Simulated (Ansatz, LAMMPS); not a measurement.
# A frame of liquid 2-propanol from 320 K (168 atoms): where an added charge goes: runs compared

Does an extra electron or hole in a frame of liquid 2-propanol from 320 K (168 atoms) stay spread out, or do the atoms trap it?

Computed with Ansatz 0.2.0: Kohn-Sham DFT, PBE+D4, PAW (set soft_2), plane waves.

In doubt: warnings of the run leave room for a lower electronic state (in some of the runs), so energies may not be the lowest and differences between runs may mislead.

### 1. The cell as built

The cell holds 168 atoms: 42 C, 14 O and 112 H. Its edges and angles: a = 12.119 Å, b = 12.119 Å, c = 12.119 Å, α = 90.0°, β = 90.0°, γ = 90.0°. 14 2-propanol placed at random, at 0.785 g/cm³; overlaps pushed apart, then 10 ps at 470 K with MMFF94 bonds, angles, torsions, charges and radii (Halgren, J. Comput. Chem. 17, 490 (1996)) in harmonic and 12-6 forms. Snapshot after 20 ps at 320 K and fixed volume.

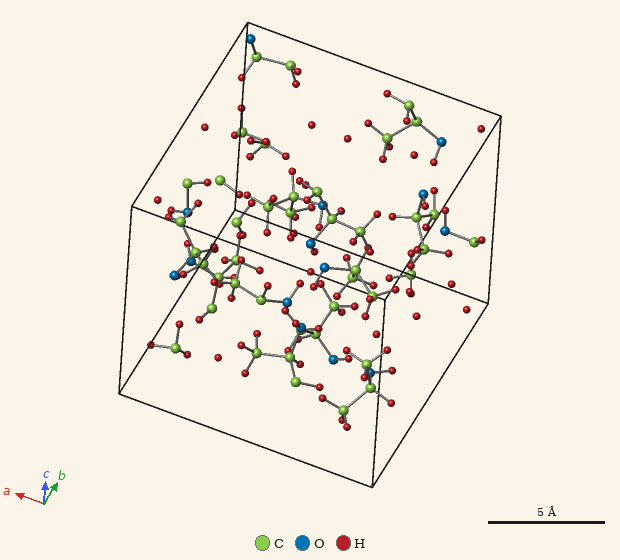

The cell as built. Bonds to atoms that aren't drawn are left out. Some periodic images of atoms are drawn too.

What the set-up can't give: The network of contacts between molecules at the start is that of the classical potential that made the cell, and needn't be the one that DFT or experiment would give. The Brillouin zone is sampled at Γ only, in a cell whose shortest periodic width is 12 Å. The liquid is relaxed first, so the results are those of a frozen frame at zero temperature.

### 2. The reference run

The reference is a single point at the end of the relaxation.

The charged cells start from the geometry of this run, on a uniform background, with spin and a narrow Fermi–Dirac smearing.

Its input, with most atom lines left out:

```yaml
crystal:
  lattice:
    - [12.11856, 0.0, 0.0]
    - [0.0, 12.11856, 0.0]
    - [0.0, 0.0, 12.11856]
  atoms:
    - { symbol: C, position: [0.00266, 0.7395, 0.5707] }
    - { symbol: C, position: [0.05522, 0.85353, 0.56744] }
    - { symbol: C, position: [0.00227, 0.93321, 0.64904] }
    - { symbol: O, position: [0.17173, 0.84073, 0.58944] }
    - { symbol: H, position: [0.91463, 0.74482, 0.54988] }
    - { symbol: H, position: [0.0427, 0.68367, 0.51153] }
    - { symbol: H, position: [0.01022, 0.70322, 0.65356] }
    [... atom lines 8 to 168 left out ...]
kpoints:
  mp_grid: { grid: [1, 1, 1] }
hamiltonian:
  xc: pbe
  dispersion: d4
scf:
  occupations: { method: fixed }
output:
  forces: true
  stress: true
  populations: true
  dos:
    method: { smearing: { sigma: 0.08 } }
    de: 0.1
    projected: { site_lists: { C: [C], H: [H], O: [O] } }
  eigenvalues: true
  write_density: true
  write_potential: true
  volumetric_format: npy
  elf: true
```

| Item | Value |
| --- | --- |
| free energy per atom | -120.7781 eV/atom |
| r.m.s. force component | 0.00927 eV/Å |
| pressure | -0.2769 GPa |

Filled and empty levels are parted by 4.58 eV (at Γ alone); a semilocal functional tends to put such gaps too low. In a disordered cell it changes from sample to sample and from frame to frame.

### 3. The runs

Each row is one run, on 4 threads of AMD EPYC 9R14 (Zen 4), shared host. The free energy is the program's total, comparable only between runs with the same functional, potentials and atoms; between charge states it hangs on the program's zero of potential.

| run | atoms | outcome | ionic steps, all passes | free energy (eV) | time | host memory (GiB) |
| --- | --- | --- | --- | --- | --- | --- |
| Single point at the start | 168 | converged | - | -20283.071 | 10 s | 2.0 |
| Relaxation | 168 | converged | 48 | -20290.728 | 5.9 min | 2.0 |
| Single point at the relaxed geometry | 168 | converged | - | -20290.728 | 17 s | 2.2 |
| An extra electron, atoms held | 168 | converged | - | -20288.033 | 59 s | 3.7 |
| An extra electron, atoms relaxed | 168 | converged | 12 | -20288.070 | 3.1 min | 3.6 |
| An extra electron, levels at the relaxed geometry | 168 | converged | - | -20288.070 | 62 s | 3.7 |
| Neutral at the geometry of the electron | 168 | converged | - | -20290.726 | 17 s | 2.2 |
| An extra hole, atoms held | 168 | converged | - | -20288.456 | 86 s | 3.7 |
| An extra hole, atoms relaxed | 168 | converged | 61 | -20289.236 | 20 min | 3.6 |
| An extra hole, levels at the relaxed geometry | 168 | converged | - | -20289.236 | 43 s | 3.6 |
| Neutral at the geometry of the hole | 168 | converged | - | -20287.059 | 19 s | 2.2 |

In some runs the program notes that the exchange-correlation potential is rough where the density is thin and starting moments were not kept. Further notices: convergence withheld.

A closer look about C110, which holds the most spin of the extra hole after relaxation: 12 atoms, nearest first, numbered in the order of the input, with positions taken from that point.

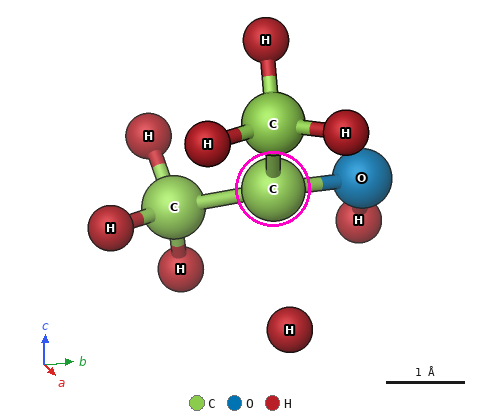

The atoms of the table, within 2.2 Å (arrows a, b, c point along x, y, z); some may hide others; the central atom is ringed.

| atom | x | y | z | distance (Å) | Löwdin charge (e) | moment (μB) |
| --- | --- | --- | --- | --- | --- | --- |
| C110 | 0.00 | 0.00 | 0.00 | 0.00 | 0.20 | 0.23 |
| O112 | -0.36 | 1.32 | -0.07 | 1.37 | -0.44 | 0.06 |
| C109 | 0.84 | -0.32 | 1.20 | 1.49 | -0.47 | 0.00 |
| C111 | -0.98 | -1.01 | -0.50 | 1.50 | -0.48 | 0.00 |
| H116 | 1.31 | -0.15 | -1.46 | 1.97 | 0.36 | 0.00 |
| H120 | -0.98 | 1.50 | -0.86 | 1.99 | 0.38 | 0.00 |
| H115 | 1.24 | -1.33 | 1.13 | 2.15 | 0.20 | 0.00 |
| H118 | -0.52 | -2.01 | -0.56 | 2.15 | 0.20 | 0.00 |
| H113 | 1.67 | 0.39 | 1.30 | 2.16 | 0.20 | 0.01 |
| H114 | 0.24 | -0.25 | 2.13 | 2.16 | 0.19 | 0.02 |
| H119 | -1.85 | -1.09 | 0.18 | 2.16 | 0.19 | 0.02 |
| H117 | -1.37 | -0.75 | -1.49 | 2.16 | 0.19 | 0.01 |

### 4. Energies and spread of the extra charge

Energies are differences within one cell and functional; the shift is the gain plus the neutral cell's energy at the new geometry, that is how much cheaper the vertical process becomes there. The spread is the participation number of the site moments (1/Σw², over the spin inside atomic spheres), with the atom that holds the largest share and the spin that the spheres hold in all.

| carrier | charged less neutral, atoms held (eV) | gain on relaxing (eV) | neutral cell at that geometry, less the reference (eV) | shift of the vertical energy (eV) | spread, atoms held | spread, relaxed |
| --- | --- | --- | --- | --- | --- | --- |
| electron | 2.694 | 0.036 | 0.002 | 0.038 | - | - |
| hole | 2.272 | 0.780 | 3.668 | 4.449 | 19; O124 14 % of 0.36 μB | 3; C110 60 % of 0.38 μB |

### 5. What came out

The extra electron gains 0.036 eV as the atoms relax: so small a gain shows no trapping at this level. The cell with the electron keeps a moment of only 0.00 μB where one unpaired electron should give 1 μB: the carrier is shared between both spins, which can hide trapping. The extra hole gains 0.78 eV as the atoms relax, and its spin goes from about 19 to 3 atoms: it localises as a bond breaks, a chemical change rather than a polaron, with the largest share on C110. The C110–H116 distance goes from 1.11 to 1.97 Å, so the bond is broken. With the atoms held, the spheres hold only 0.36 of the 1.00 μB, so the spread is read from a small part of the spin. Adding the two vertical energies gives 4.97 eV, against a gap of 4.58 eV in the neutral cell. The zero of the potential cancels in this sum; the excess isn't taken apart here: charging of a small cell, filling of bands on a coarse mesh and the attraction to the background can all enter.

Caveats: Single energies of charged cells hang on the program's zero of potential. In the spin-polarised runs the search for a state of lower energy was switched off. No distortion was seeded, so a trapped state behind a barrier can't be found. Local and semilocal functionals favour spread-out charges, so trapping can be missed. The density was typed from a rule of thumb and may lie off the real one at this temperature. Charged cells carry a uniform background, with no correction for images.

The DFT runs together took 35 min of wall time.

[Logs are printed without paths, hosts, clocks, repeated set-up lines and the standing remarks that a program may print on its own settings, such as how far it seeks lower states.]

[Hosts, paths, dates, database ids (printed as entryN), source tags and the programs' standing remarks are cut or masked in the printed files.]

[The MMFF94 radii named for the starting cell were scaled by 0.96; in molecules described by MMFF94, hydrogen bound to N, O or S took a small fixed 12-6 site in their place.]
